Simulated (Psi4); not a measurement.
**One shape, several levels: CH4Ga (SMILES [CH3][GaH])**

Aim: a comparison of 4 runs (UHF/3-21G, UMP2/def2-SVP, USCS-MP2/def2-TZVPPD) of CH4Ga. 

Program for the calculation: Psi4 1.11.

1 further run of the same task is left out (set aside as unsound or not needed).

### 1 The molecule

CH4Ga has 6 atoms, charge 0, and is taken as a doublet. SMILES: `[CH3][GaH]`. The coordinates come from a PBE0-D4/def2-TZVP relaxation.

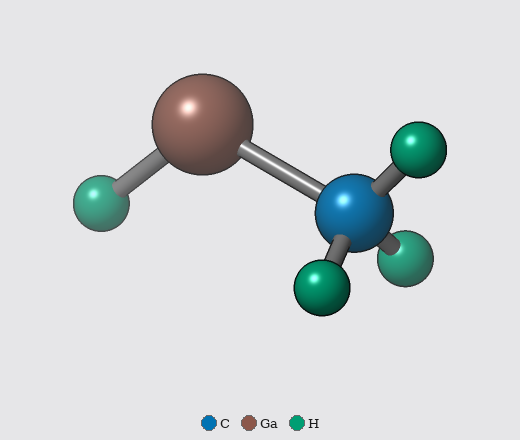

The structure, seen from a chosen angle (carbon blue, gallium brown, hydrogen teal).

### 2 Energy and gradient at UHF/3-21G (run 1)

Contents of input.inp:

```
memory 1600 MB

molecule system {
  0 2
  C     -0.05536898    -0.79047244    -0.97887813
  Ga     1.29578520     0.70411195     2.19605073
  H      1.08602560    -2.34911855    -1.68733646
  H     -1.97740942    -1.46567158    -0.62115298
  H     -0.16194953     0.68918312    -2.41941636
  H     -0.10752542     3.09083605     3.42342785
  units bohr
  symmetry c1
  no_reorient
  no_com
}

set {
  basis         3-21G
  reference     uhf
  puream        true
  e_convergence 1e-09
  d_convergence 1e-08
  scf_type      pk
  maxiter       200
}

e_tot, wfn = gradient('hf', return_wfn=True)
oeprop(wfn, 'DIPOLE', 'LOWDIN_CHARGES', 'WIBERG_LOWDIN_INDICES', title='HF')
```

Started as:

```sh
$ psi4 input.inp input.out -n 1
```

input.out:

```text
[...]
  Running in c1 symmetry.
[...]
  Nuclear repulsion =   89.871001885514261
[...]
  Multiplicity = 2
[...]
  Nalpha       = 21
  Nbeta        = 20
[...]
    Number of basis functions: 39
[...]
   @UHF iter   1: -1953.36688293183101   -4.59008e+00   1.80797e-02 ADIIS/DIIS
[...]
   @UHF iter  13: -1953.76892725569064   -2.50111e-12   5.10337e-09 DIIS
[...]
   @S^2 Observed:                7.525043139E-01
[...]
  @UHF Final Energy: -1953.76892725569064
   => Energetics <=
    Nuclear Repulsion Energy =             89.8710018855142607
    One-Electron Energy =               -2907.1526109088272278
    Two-Electron Energy =                 863.5126817676220981
    Total Energy =                      -1953.7689272556906417
  UHF NO Occupations:
  HONO-2 :   19  A 1.9996740
  HONO-1 :   20  A 1.9991661
[...]
  -Total Gradient:
     Atom            X                  Y                   Z
    ------   -----------------  -----------------  -----------------
       1       -0.000869578098    -0.002449483455    -0.003909850970
       2       -0.000298071925     0.002590379320     0.002852622494
       3        0.003919797533    -0.003963350151    -0.000714336189
       4       -0.004116935887    -0.000630109055     0.003598646748
       5        0.000773180613     0.005332074828    -0.001414935936
       6        0.000591607737    -0.000879511427    -0.000412146117
[...]
```

It took 2.4 s on 1 thread of Intel Xeon Platinum 8488C (Sapphire Rapids), shared host; peak memory 1.5 GiB.

### 3 A single-point energy at UMP2/def2-SVP (run 2)

Contents of input.json:

```json
{
 "schema_name": "qcschema_input",
 "schema_version": 1,
 "molecule": {
  "schema_name": "qcschema_molecule",
  "schema_version": 2,
  "symbols": ["C", "Ga", "H", "H", "H", "H"],
  "geometry": [-0.05536898, -0.79047244, -0.97887813, 1.2957852, 0.70411195, 2.19605073, 1.0860256, -2.34911855, -1.68733646, -1.97740942, -1.46567158, -0.62115298, -0.16194953, 0.68918312, -2.41941636, -0.10752542, 3.09083605, 3.42342785],
  "molecular_charge": 0,
  "molecular_multiplicity": 2,
  "fix_symmetry": "c1"
 },
 "driver": "energy",
 "model": {
  "method": "mp2",
  "basis": "def2-SVP"
 },
 "keywords": {
  "reference": "uhf",
  "puream": true,
  "e_convergence": 1e-09,
  "d_convergence": 1e-08,
  "scf_type": "pk",
  "num_frozen_docc": 10,
  "mp2_type": "conv",
  "maxiter": 200
 }
}
```

Started as:

```sh
$ psi4 --qcschema input.json -n 1 --memory 1600MB
```

stdout:

```text
[...]
  Running in c1 symmetry.
[...]
  Nuclear repulsion =   89.871001885514261
[...]
  Multiplicity = 2
[...]
  Nalpha       = 21
  Nbeta        = 20
[...]
    Number of basis functions: 66
[...]
   @UHF iter   1: -1961.78239792412887   -3.36105e+00   3.32143e-02 ADIIS/DIIS
[...]
   @UHF iter  15: -1963.12623864089028   -1.81899e-12   4.69294e-09 DIIS
[...]
   @S^2 Observed:                7.547201284E-01
[...]
  @UHF Final Energy: -1963.12623864089028
   => Energetics <=
    Nuclear Repulsion Energy =             89.8710018855142607
    One-Electron Energy =               -2917.0666136264449051
    Two-Electron Energy =                 864.0693731000408206
    Total Energy =                      -1963.1262386408900511
  UHF NO Occupations:
  HONO-2 :   19  A 1.9994076
  HONO-1 :   20  A 1.9984588
[...]
 Multipole Moments:
 ------------------------------------------------------------------------------------
     Multipole            Electronic (a.u.)      Nuclear  (a.u.)        Total (a.u.)
 ------------------------------------------------------------------------------------
 L = 1.  Multiply by 2.5417464519 to convert [e a0] to [Debye]
 Dipole X            :          3.5470316           -3.5405990            0.0064327
 Dipole Y            :          1.6074830           -1.7765684           -0.1690855
 Dipole Z            :          5.6570271           -5.8448165           -0.1877894
 Magnitude           :                                                    0.2527768
[...]
	SCS-MP2 Total Energy (a.u.)        : -1963.46166963281576
	SOS-MP2 Total Energy (a.u.)        : -1963.43043902508498
	SCSN-MP2 Total Energy (a.u.)       : -1963.29113624970773
[...]
	SOS-PI-MP2 Total Energy (a.u.)     : -1963.48113908911728
[...]
	MP2 Total Energy (a.u.)            : -1963.47343078424410
[...]
```

The result, in JSON:

```text
{
 "driver": "energy",
 "model": {
  "method": "mp2",
  "basis": "def2-SVP"
 },
 "success": true,
 "return_result": -1963.473430784244,
 "properties": {
  "calcinfo_nbasis": 66,
  "calcinfo_nmo": 66,
  "calcinfo_nalpha": 21,
  "calcinfo_nbeta": 20,
  "calcinfo_natom": 6,
  "nuclear_repulsion_energy": 89.87100188551426,
  "return_energy": -1963.473430784244,
  "scf_one_electron_energy": -2917.066613626445,
  "scf_two_electron_energy": 864.0693731000408,
  "scf_dipole_moment": [0.006432686487348516, -0.16908546074009334, -0.18778939270240969],
  "scf_total_energy": -1963.1262386408903,
  "scf_iterations": 15,
  "mp2_same_spin_correlation_energy": -0.09369182319174346,
  "mp2_opposite_spin_correlation_energy": -0.2535003201621597,
  "mp2_singles_energy": 0.0,
  "mp2_doubles_energy": -0.34719214335390314,
  "mp2_correlation_energy": -0.34719214335382276,
  "mp2_total_energy": -1963.473430784244
 }
}
```

Wall time 3.9 s (1 thread of Intel Xeon Platinum 8488C (Sapphire Rapids), shared host); peak memory 1.5 GiB.

### 4 The energy at USCS-MP2/def2-TZVPPD (density fitting) (run 3)

Contents of ch4ga.in:

```
memory 1.6 GB

molecule mol {
  0 2
  C
  Ga 1 R2
  H 1 R3 2 A3
  H 1 R4 3 A4 2 D4
  H 1 R5 3 A5 4 D5
  H 2 R6 1 A6 3 D6

  R2 = 1.989845
  R3 = 1.088881
  A3 = 113.10763
  R4 = 1.094527
  A4 = 109.13126
  D4 = -120.89975
  R5 = 1.094245
  A5 = 109.31474
  D5 = -117.70934
  R6 = 1.602646
  A6 = 119.26959
  D6 = 177.57156
}

set {
  basis def2-TZVPPD
  reference uhf
  freeze_core true
  mp2_type df
}

E = energy("scs-mp2")
```

Started as:

```sh
$ psi4 ch4ga.in ch4ga.out -n 1
```

ch4ga.out:

```text
[...]
  Running in c1 symmetry.
[...]
  Nuclear repulsion =   89.871005281637593
[...]
  Multiplicity = 2
[...]
  Nalpha       = 21
  Nbeta        = 20
[...]
    Number of basis functions: 159
[...]
   @UHF iter   1: -1961.81100224203465   -3.02214e+00   1.86234e-02 ADIIS/DIIS
[...]
   @UHF iter  14: -1963.42079636437575   -2.56932e-11   6.26358e-09 DIIS
[...]
   @S^2 Observed:                7.560115472E-01
[...]
  @UHF Final Energy: -1963.42079636437575
   => Energetics <=
    Nuclear Repulsion Energy =             89.8710052816375935
    One-Electron Energy =               -2917.6188334595308334
    Two-Electron Energy =                 864.3270318135174648
    Total Energy =                      -1963.4207963643757466
  UHF NO Occupations:
  HONO-2 :   19  A 1.9991533
  HONO-1 :   20  A 1.9981153
[...]
 Multipole Moments:
 ------------------------------------------------------------------------------------
     Multipole            Electronic (a.u.)      Nuclear  (a.u.)        Total (a.u.)
 ------------------------------------------------------------------------------------
 L = 1.  Multiply by 2.5417464519 to convert [e a0] to [Debye]
 Dipole X            :          0.0554441           -0.0518694            0.0035748
 Dipole Y            :          1.5312676           -1.4341696            0.0970981
 Dipole Z            :          6.6743554           -6.9133476           -0.2389922
 Magnitude           :                                                    0.2579886
[...]
	SCS-MP2 Total Energy (a.u.)        : -1963.80623177780353
	SOS-MP2 Total Energy (a.u.)        : -1963.77226943060828
	SCSN-MP2 Total Energy (a.u.)       : -1963.60011755756591
[...]
	SOS-PI-MP2 Total Energy (a.u.)     : -1963.83084827498033
[...]
	MP2 Total Energy (a.u.)            : -1963.81557762782154
[...]
```

Wall time 45 s (1 thread of Intel Xeon Platinum 8488C (Sapphire Rapids), shared host); peak memory 1.4 GiB.

### 5 A single-point energy at USCS-MP2/def2-TZVPPD (sfX2C, density fitting) (run 4)

Contents of job.inp:

```
memory 1.6 GB

molecule {
  0 2
  C
  Ga 1 R2
  H 1 R3 2 A3
  H 1 R4 3 A4 2 D4
  H 1 R5 3 A5 4 D5
  H 2 R6 1 A6 3 D6

  R2 = 1.989845
  R3 = 1.088881
  A3 = 113.10763
  R4 = 1.094527
  A4 = 109.13126
  D4 = -120.89975
  R5 = 1.094245
  A5 = 109.31474
  D5 = -117.70934
  R6 = 1.602646
  A6 = 119.26959
  D6 = 177.57156
}

set reference uhf
set freeze_core true
set mp2_type df
set d_convergence 1e-07
set print 2
set guess gwh
set maxiter 80
set relativistic x2c

e_tot, wfn = energy("scs-mp2/def2-TZVPPD", return_wfn=True)
print_variables()
```

Started as:

```sh
$ psi4 job.inp job.out -n 1
```

job.out:

```text
[...]
  Running in c1 symmetry.
[...]
  Nuclear repulsion =   89.871005281637593
[...]
  Multiplicity = 2
[...]
  Nalpha       = 21
  Nbeta        = 20
[...]
      Number of basis functions:       159
[...]
   @UHF iter   1: -1953.82954378721979   -1.95383e+03   1.51292e-01 ADIIS
[...]
   @UHF iter  16: -1978.51373568876488   -2.76373e-09   7.64380e-08 DIIS
[...]
   @S^2 Observed:                7.566827330E-01
[...]
  @UHF Final Energy: -1978.51373568876488
   => Energetics <=
    Nuclear Repulsion Energy =             89.8710052816375935
    One-Electron Energy =               -2934.9511370561413059
    Two-Electron Energy =                 866.5663960857385746
    Total Energy =                      -1978.5137356887648821
  UHF NO Occupations:
  HONO-2 :   19  A 1.9990049
  HONO-1 :   20  A 1.9979580
[...]
 Multipole Moments:
 ------------------------------------------------------------------------------------
     Multipole            Electronic (a.u.)      Nuclear  (a.u.)        Total (a.u.)
 ------------------------------------------------------------------------------------
 L = 1.  Multiply by 2.5417464519 to convert [e a0] to [Debye]
 Dipole X            :          0.0557447           -0.0518694            0.0038753
 Dipole Y            :          1.5356530           -1.4341696            0.1014834
 Dipole Z            :          6.6703328           -6.9133476           -0.2430148
 Magnitude           :                                                    0.2633820
[...]
	SCS-MP2 Total Energy (a.u.)        : -1978.90404562850199
	SOS-MP2 Total Energy (a.u.)        : -1978.86935527101969
	SCSN-MP2 Total Energy (a.u.)       : -1978.69690077627206
[...]
	SOS-PI-MP2 Total Energy (a.u.)     : -1978.92862520139556
[...]
	MP2 Total Energy (a.u.)            : -1978.91415641309118
[...]
```

Run time: 57 s. Hardware: 1 thread of Intel Xeon Platinum 8488C (Sapphire Rapids), shared host; peak memory 1.4 GiB.

### 6 Overview of the runs

| run | level | task | frozen core orbitals | energy (Eh) | HOMO energy (eV) | LUMO energy (eV) | ⟨S²⟩ | wall time |
| --- | --- | --- | --- | --- | --- | --- | --- | --- |
| 1 | UHF/3-21G | gradient | 0 | -1953.768927 | -7.40 | 1.00 | 0.753 | 2.4 s |
| 2 | UMP2/def2-SVP | energy | 10 | -1963.473431 | -7.72 | 1.07 | 0.755 | 3.9 s |
| 3 | USCS-MP2/def2-TZVPPD (density fitting) | energy | 10 | -1963.806232 | -7.75 | 0.95 | 0.756 | 45 s |
| 4 | USCS-MP2/def2-TZVPPD (sfX2C, density fitting) | energy | 10 | -1978.904046 | -7.76 | 0.95 | 0.757 | 57 s |

### 7 Summary of results

| quantity | value |
| --- | --- |
| run 4: total energy | -1978.90405 Eh |
| run 4: HOMO energy (Hartree–Fock orbitals) (highest over α and β) | -7.76 eV |
| run 4: LUMO energy (Hartree–Fock orbitals) (lowest over α and β) | 0.95 eV |
| run 4: correlation energy (10 core orbitals frozen) | -390.3 mEh |
| run 4: ⟨S²⟩ of the reference determinant | 0.757 |

**Reading.** Some runs of one species differ in core potentials or relativity; totals across that change don't compare. All runs together took 1.8 min, the longest 57 s.
